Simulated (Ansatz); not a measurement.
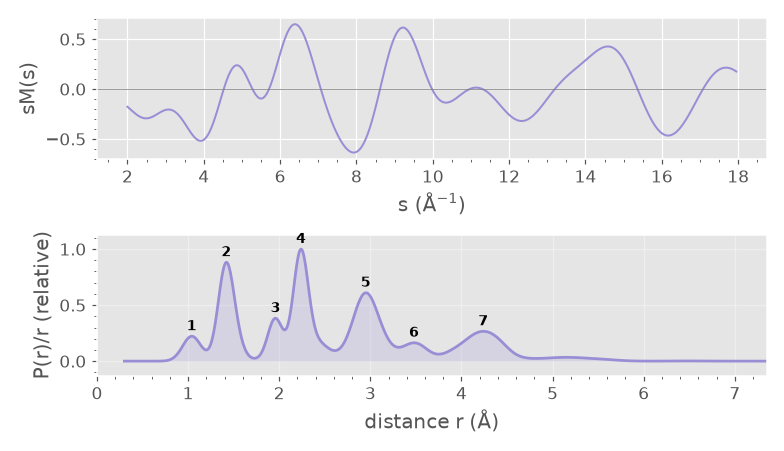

Simulated gas electron diffraction: reduced molecular intensity sM(s) from the Debye equation in the first Born approximation (top) and the radial distribution curve (bottom) of BH9N2Si2. Each pair of atoms contributes with weight ZᵢZⱼ/r; damping constant 0.002 Å²; vibrational amplitudes assumed, not computed: 0.05 Å for bonds, 0.078 Å for bonds to H, 0.06 + 0.015 r up to 0.15 Å for other pairs. The geometry is the end point of an optimisation (Ansatz, RKS LDA/STO-3G); it may be a saddle point or a higher isomer.

### Read the positions of the numbered peaks and name the main pairs (– for bonds).

Peak 1, 1.04 Å: N–H 1.04 Å (×4)
Peak 2, 1.42 Å: N–B 1.41 Å (×2), Si–H 1.45 Å (×5)
Peak 3, 1.96 Å: Si–B 1.95 Å
Peak 4, 2.24 Å: Si–Si 2.24 Å, N···N 2.43 Å, not resolved
Peak 5, 2.95 Å: Si···N 2.92–2.93 Å (×2), Si···H 3.01–3.09 Å (×7), not resolved
Peak 6, 3.48 Å: N···H 3.32–3.39 Å (×3), Si···B 3.51 Å, not resolved
Peak 7, 4.24 Å: N···H 3.99–4.35 Å (×4), Si···H 4.12–4.46 Å (×2), Si···N 4.18–4.37 Å (×2), not resolved; in its flanks Si···H 3.91–3.92 Å
